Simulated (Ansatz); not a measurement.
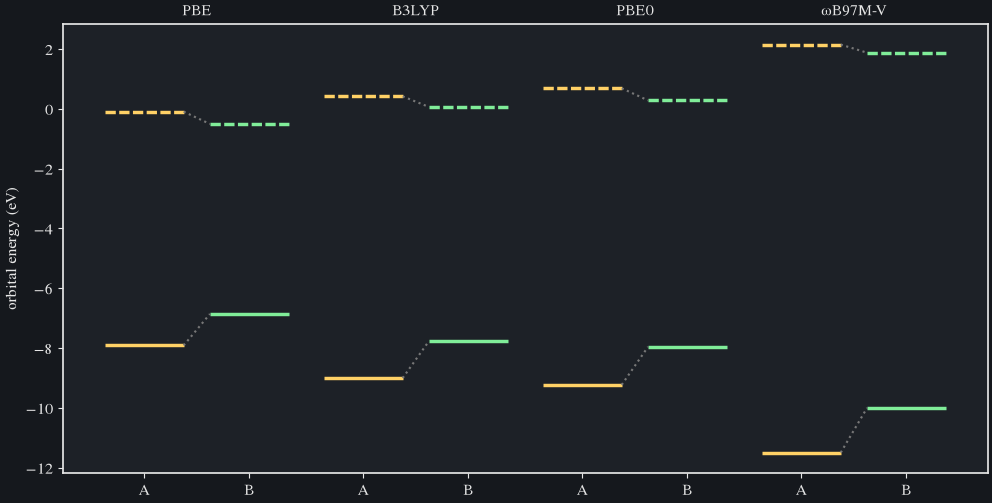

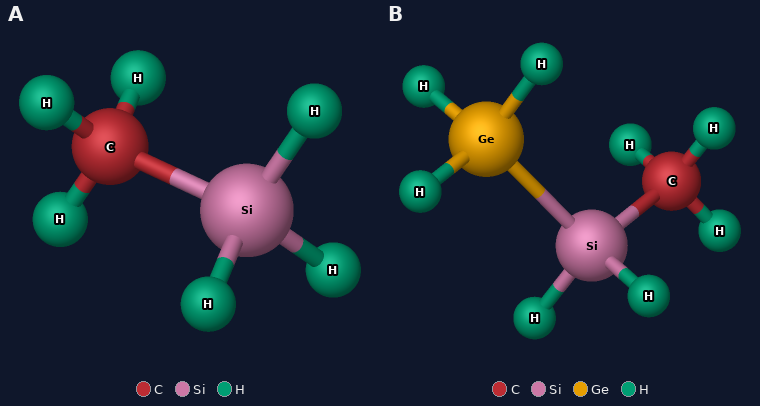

One change: A, CH₆Si (SMILES C[SiH3]), becomes B, CH₈GeSi (SMILES C[SiH2][GeH3]). H on Si is replaced by GeH₃. HOMO (solid) and LUMO (dashed) computed in def2-TZVPP at PBE0-D4/def2-TZVP geometries, both minima by their frequencies, gas phase, the Ansatz code 0.2.0. Empty levels above zero depend strongly on the basis.

Question: What does the change do to HOMO and LUMO?

Answer: PBE: the HOMO rises by 1.05 eV, the LUMO falls by 0.41 eV, and the separation goes from 7.82 to 6.35 eV. B3LYP: the HOMO rises by 1.24 eV, the LUMO falls by 0.35 eV, and the separation goes from 9.42 to 7.83 eV. PBE0: the HOMO rises by 1.27 eV, the LUMO falls by 0.40 eV, and the separation goes from 9.92 to 8.24 eV. ωB97M-V: the HOMO rises by 1.49 eV, the LUMO falls by 0.27 eV, and the separation goes from 13.64 to 11.88 eV.

Question: Do the functionals agree on the effect?

Answer: They agree on the direction for both levels; the HOMO shift lies between 1.05 and 1.49 eV and the LUMO shift between −0.41 and −0.27 eV, while the separations themselves differ by up to 5.8 eV between functionals.
